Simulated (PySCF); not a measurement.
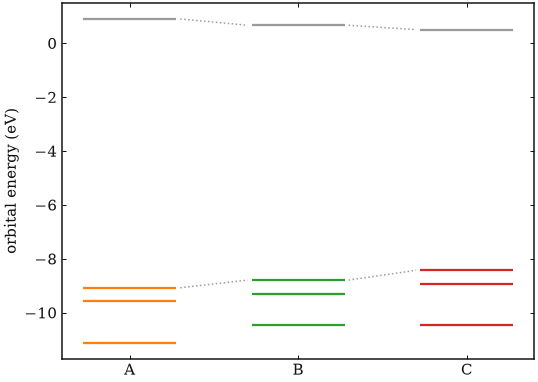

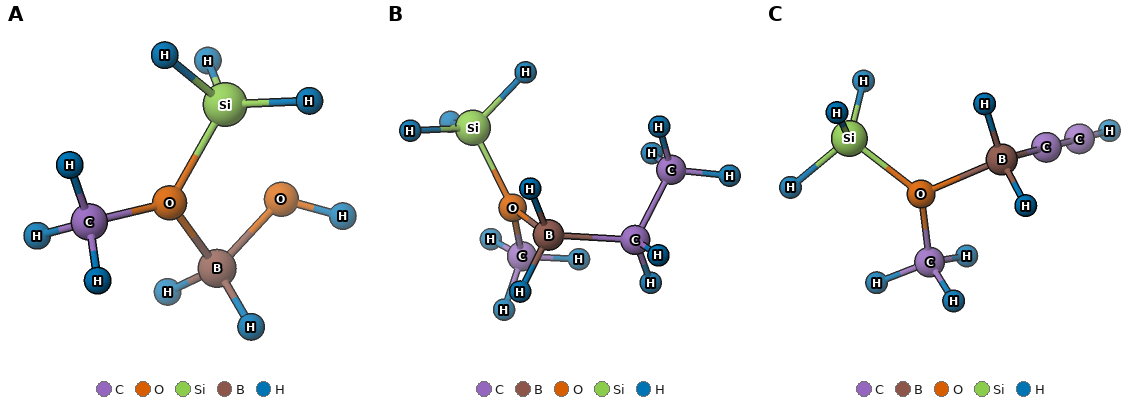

Related molecules: A is CH₉BO₂Si, SMILES C[O+]([SiH3])[BH2-]O; B is C₃H₁₃BOSi, SMILES CC[BH2-][O+](C)[SiH3]; C is C₃H₉BOSi, SMILES C#C[BH2-][O+](C)[SiH3]. Frontier orbital energies, CAM-B3LYP/def2-SVPD with PySCF 2.14.0, at a GFN2-xTB geometry (no frequency check); drawn are at most three filled levels and, in grey, the LUMO with any level within 0.03 eV of it; dotted lines join the HOMOs and the LUMOs.

Question: What does the change do to the frontier levels?

Answer: From A to B the HOMO rises by 0.28 eV and the LUMO falls by 0.23 eV, so the separation goes from 9.98 to 9.46 eV. From A to C the HOMO rises by 0.65 eV and the LUMO falls by 0.40 eV, so the separation goes from 9.98 to 8.93 eV.

Limits of at least one run: empty levels above zero depend strongly on the basis; one conformer of a flexible molecule; the tight-binding geometry is rougher than a DFT one and adds to the error.
